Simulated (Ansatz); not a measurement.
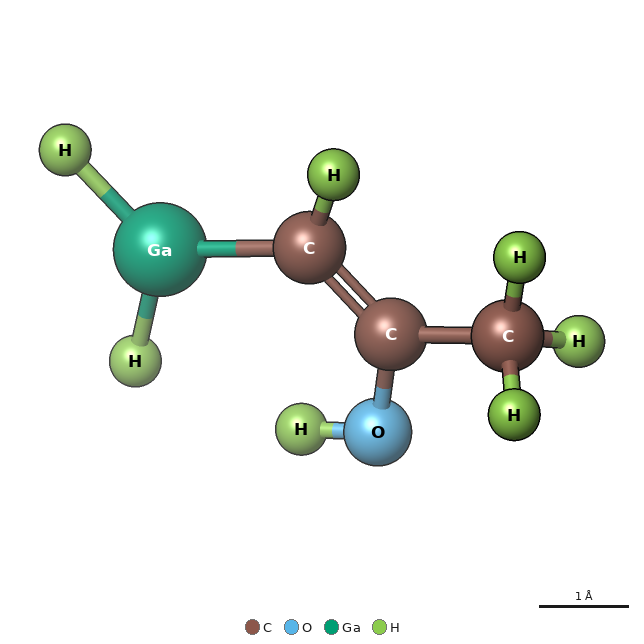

Atoms fade into the background with distance from the viewer. The geometry was computed by an optimisation with PBE0-D4/def2-TZVP. No frequency run is at hand to confirm it as a minimum. Masses are those of the most abundant isotopes; constants are for the rigid equilibrium geometry.

> What kind of rotor is it, and what are its rotational constants in GHz?

An asymmetric top (Cs): A = 9.60, B = 1.47, C = 1.29 GHz. Ray's parameter κ is −0.96, close to the prolate limit.
